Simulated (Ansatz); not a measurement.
# The cluster WSe2+ (doublet): single points with varied inputs

How do the results and run time of the cluster WSe2+ (doublet) respond when the settings are drawn wide?

Program: Ansatz 0.2.0, Gaussian basis. Level of theory: the settings change from run to run. These are calculated values, not measurements.

**1. The relaxed structure**

An earlier PBE0-D4 in a triple-zeta def2 set relaxation fixed the geometry. W takes a core potential in def2 sets; no spin-orbit term is included.

3 atoms, charge 1, spin multiplicity 2.

Atoms are counted from 1 here; the program's logs count them from 0.

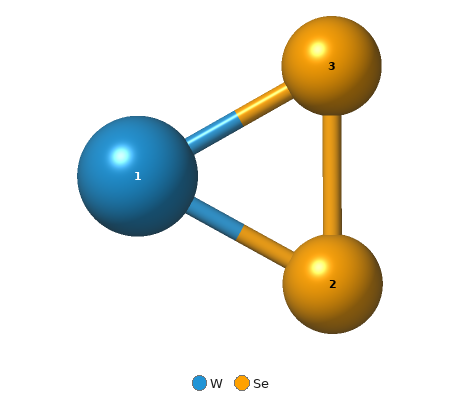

The geometry (tungsten blue, selenium orange); atoms are numbered from 1 in the order of the file.

Geometry (Å):

```xyz
3

W     1.3710   -0.1301    0.0129
Se   -0.6845   -0.0381   -1.1582
Se   -0.6865    0.1681    1.1454
```

**2. PBEsol/def2-TZVPP**

This run has atoms shaken by 0.15 Å, density fitting with def2-universal-jkfit, a grid of angular degree 47, D3(BJ) dispersion, relativity set to scalar.

in.yaml reads:

```yaml
crystal:
  periodic: [false, false, false]
  atoms:
    - {symbol: W, position_ang: [1.445357, -0.340073, 0.076804]}
    - {symbol: Se, position_ang: [-0.541963, 0.143156, -1.015747]}
    - {symbol: Se, position_ang: [-0.741879, 0.344868, 1.015020]}
basis:
  gaussian: {orbitals: def2-TZVPP, fitting: {mean_field: def2-universal-jkfit}, final_grid: {core_spheres: 20, valence_spheres: 16, degree: 47}}
total_charge: 1
magnetization: {spin_polarized: true, initial_magnetization: 1}
hamiltonian: {xc: {name: PBEsol}, dispersion: d3bj, pseudopotentials: {relativity: scalar}}
scf: {omitted_lower_state_checks: [starts]}
output: {forces: true}
```

Command:

```
$ ansatz run in.yaml --threads 4 --pin off --events-out ev --progress --plain --max-ram 3916MiB
```

Standard output:

```text
Functional definition: PBEsol
  name "PBEsol"
  cite "Perdew et al., Phys. Rev. Lett. 100, 136406 (2008) doi:10.1103/PhysRevLett.100.136406"
  cite "Perdew, Burke & Ernzerhof, Phys. Rev. Lett. 77, 3865 (1996) doi:10.1103/PhysRevLett.77.3865"
  parent pbesol
  exchange = pbesol_x
  correlation = pbesol_c
these checks for a lower state are left out or cut short: starts
759 factors; integrals over basis functions are off by at most 2.3e-1 eV
mean field evaluation 1: about -133594.5936 eV, gradient 3.7e1 eV
mean field evaluation 2: about -133580.6422 eV, gradient 6.5e1 eV
mean field evaluation 4: about -133600.9862 eV, gradient 1.4e1 eV
mean field evaluation 8: about -133602.6313 eV, gradient 1.3e0 eV
mean field evaluation 16: about -133602.6483 eV, gradient 6.7e-3 eV
mean field -133602.64834005 eV, -4909.8067673693 hartree, gradient 7.3e-6 eV, S^2 1.755355; 0 other end points of the search recorded, 0 dependent functions left out
the calculation of the forces begins
reference -133602.64837565 eV, -4909.8067686775 hartree; 41, 40 occupied and 111, 112 virtual orbitals, 759 factors
Total energy: -133602.70940643 eV, -4909.8090115173 hartree
Relativity: scalar
Atom 0 at     1.445357    -0.340073     0.076804 Å, force    -0.660509     0.226819     0.562668 eV/Å
Atom 1 at    -0.541963     0.143156    -1.015747 Å, force     0.292862    -0.514074    -6.031135 eV/Å
Atom 2 at    -0.741879     0.344868     1.015020 Å, force     0.367647     0.287254     5.468468 eV/Å
Dipole moment:     0.402223    -0.113016     0.008414 e Å
Checks for a lower state left out: starts
```

It took 3.2 s on 4 threads of Intel Xeon Platinum 8488C, shared host.

Largest force 6.060 eV/Å, ⟨S²⟩ 1.755. The spin excess of 1.01 shows a contaminated determinant.

**3. rPW86-PBE/def2-mTZVP**

Options: restricted open-shell orbitals, atoms shaken by 0.03 Å, D3(BJ) with three-body dispersion, the search for lower states set to light.

in.yaml reads:

```yaml
crystal:
  periodic: [false, false, false]
  atoms:
    - {symbol: W, position_ang: [1.409301, -0.122284, -0.044564]}
    - {symbol: Se, position_ang: [-0.665692, 0.032429, -1.150772]}
    - {symbol: Se, position_ang: [-0.677544, 0.219037, 1.175712]}
basis:
  gaussian: {orbitals: def2-mTZVP}
total_charge: 1
magnetization: {spin_polarized: false, initial_magnetization: 1}
hamiltonian: {xc: {name: rPW86-PBE}, dispersion: d3bjatm}
scf: {lower_state_search: light}
```

The command is unchanged.

Standard output, cut to the lines that bear on the results:

```text
Functional definition: rPW86-PBE
  name "rPW86-PBE"
  cite "Murray, Lee & Langreth, J. Chem. Theory Comput. 5, 2754 (2009) doi:10.1021/ct900365q"
  cite "Perdew, Burke & Ernzerhof, Phys. Rev. Lett. 77, 3865 (1996) doi:10.1103/PhysRevLett.77.3865"
  parent pbe
[...]
1082 factors; their error is unknown
[...]
mean field -132564.56877144 eV, -4871.6580468585 hartree, gradient 1.0e-5 eV, S^2 0.750000; 11 other end points of the search recorded, 0 dependent functions left out
reference -132564.56886158 eV, -4871.6580501710 hartree; 41, 40 occupied and 67, 68 virtual orbitals, 1082 factors
Total energy: -132564.68453363 eV, -4871.6623010403 hartree
```

It took 19 s on 4 threads of Intel Xeon Platinum 8488C, shared host.

**4. RPA/def2-mTZVPP**

This run has a point charge of 0.50 e beside it, correlated electrons set to outside_noble_gas.

in.yaml reads:

```yaml
crystal:
  periodic: [false, false, false]
  atoms:
    - {symbol: W, position_ang: [1.371011, -0.130075, 0.012879]}
    - {symbol: Se, position_ang: [-0.684466, -0.038064, -1.158222]}
    - {symbol: Se, position_ang: [-0.686545, 0.168148, 1.145353]}
basis:
  gaussian: {orbitals: def2-mTZVPP, point_charges: [{charge: 0.50, position_ang: [4.771, 0.093, 0.947]}]}
total_charge: 1
magnetization: {spin_polarized: true, initial_magnetization: 1}
hamiltonian: {xc: {name: HSE06}}
correlation: {method: rpa, electrons: outside_noble_gas}
scf: {omitted_lower_state_checks: [starts]}
```

The command is unchanged.

Standard output, cut to the lines that bear on the results:

```text
Functional definition: HSE06
  name "HSE06"
  cite "Heyd, Scuseria & Ernzerhof, J. Chem. Phys. 118, 8207 (2003) doi:10.1063/1.1564060"
  cite "Krukau, Vydrov, Izmaylov & Scuseria, J. Chem. Phys. 125, 224106 (2006) doi:10.1063/1.2404663"
  cite "Heyd & Scuseria, J. Chem. Phys. 120, 7274 (2004) doi:10.1063/1.1668634"
  cite "Ernzerhof & Perdew, J. Chem. Phys. 109, 3313 (1998) doi:10.1063/1.476928"
  cite "Perdew, Burke & Ernzerhof, Phys. Rev. Lett. 77, 3865 (1996) doi:10.1103/PhysRevLett.77.3865"
  parent pbe
[...]
  # The whole range is PBE's own exchange, as in plane waves. The composition of these papers is wPBEh.
[...]
1062 factors; integrals over basis functions are off by at most 7.0e-4 eV
62 factors; integrals over basis functions are off by at most 4.7e-6 eV
[...]
mean field -132497.95119310 eV, -4869.2098960095 hartree, gradient 2.2e-6 eV, S^2 1.933049; 0 other end points of the search recorded, 0 dependent functions left out
32 core orbitals not correlated: weight in the atoms' cores, before any rotation towards them, 0.999 or more for the frozen orbitals, at most 0.001 for the correlated occupied ones
reference -132401.07553511 eV, -4865.6497812431 hartree; 9, 8 occupied and 67, 68 virtual orbitals, 1062 factors
Total energy: -132414.99866777 eV, -4866.1614469307 hartree
Checks for a lower state left out: starts
```

Run time: 4.6 s. Hardware: 4 threads of Intel Xeon Platinum 8488C, shared host.

⟨S²⟩ 1.933. The spin excess of 1.18 shows a contaminated determinant.

**5. rPW86-PBE/def2-TZVPP**

This run has charge +2, multiplicity 1, a point charge of 0.50 e beside it.

in.yaml reads:

```yaml
crystal:
  periodic: [false, false, false]
  atoms:
    - {symbol: W, position_ang: [1.371011, -0.130075, 0.012879]}
    - {symbol: Se, position_ang: [-0.684466, -0.038064, -1.158222]}
    - {symbol: Se, position_ang: [-0.686545, 0.168148, 1.145353]}
basis:
  gaussian: {orbitals: def2-TZVPP, point_charges: [{charge: 0.50, position_ang: [5.660, -0.666, 0.359]}]}
total_charge: 2
hamiltonian: {xc: {name: rPW86-PBE}}
output: {forces: true}
```

Same command.

Standard output, cut to the lines that bear on the results:

```text
Functional definition: rPW86-PBE
  name "rPW86-PBE"
  cite "Murray, Lee & Langreth, J. Chem. Theory Comput. 5, 2754 (2009) doi:10.1021/ct900365q"
  cite "Perdew, Burke & Ernzerhof, Phys. Rev. Lett. 77, 3865 (1996) doi:10.1103/PhysRevLett.77.3865"
  parent pbe
[...]
1109 factors; their error is unknown
[...]
mean field -132548.79363257 eV, -4871.0783211976 hartree, gradient 1.3e-5 eV, S^2 0.000000; 8 other end points of the search recorded, 0 dependent functions left out
[...]
reference -132548.79372985 eV, -4871.0783247727 hartree; 40, 40 occupied and 112, 112 virtual orbitals, 1109 factors
Total energy: -132548.79372985 eV, -4871.0783247727 hartree
Atom 0 at     1.371011    -0.130075     0.012879 Å, force    -1.157797     0.132072    -0.057134 eV/Å
Atom 1 at    -0.684466    -0.038064    -1.158222 Å, force     0.264460    -0.129452    -1.150443 eV/Å
Atom 2 at    -0.686545     0.168148     1.145353 Å, force     0.261678     0.077364     1.156334 eV/Å
Dipole moment:     0.003505     0.003832    -0.010705 e Å
```

Wall time 7 s (4 threads of Intel Xeon Platinum 8488C, shared host).

Largest force 1.188 eV/Å.

**6. The runs in one table**

| level | charge | multiplicity | geometry | functions | energy (eV) | time |
| --- | --- | --- | --- | --- | --- | --- |
| PBEsol/def2-TZVPP | 1 | 2 | shaken | 152 | -133602.709 | 3.2 s |
| rPW86-PBE/def2-mTZVP | 1 | 2 | shaken | 108 | -132564.685 | 19 s |
| RPA/def2-mTZVPP | 1 | 2 | relaxed, point charge | 108 | -132414.999 | 4.6 s |
| rPW86-PBE/def2-TZVPP | 2 | 1 | relaxed, point charge | 152 | -132548.794 | 7 s |

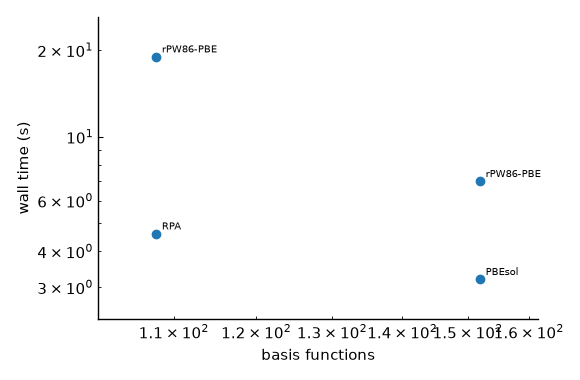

Wall time against the number of basis functions (shared host).

**7. Results**

```
quantity                       value
    runs                           4
quickest    PBEsol/def2-TZVPP, 3.2 s
 slowest  rPW86-PBE/def2-mTZVP, 19 s
```

**Reading.** The runs differ in state or geometry as well as level, so their energies can't be set against each other. rPW86-PBE/def2-mTZVP took 6 times as long as PBEsol/def2-TZVPP. The jobs differ in tasks and options as well as level.
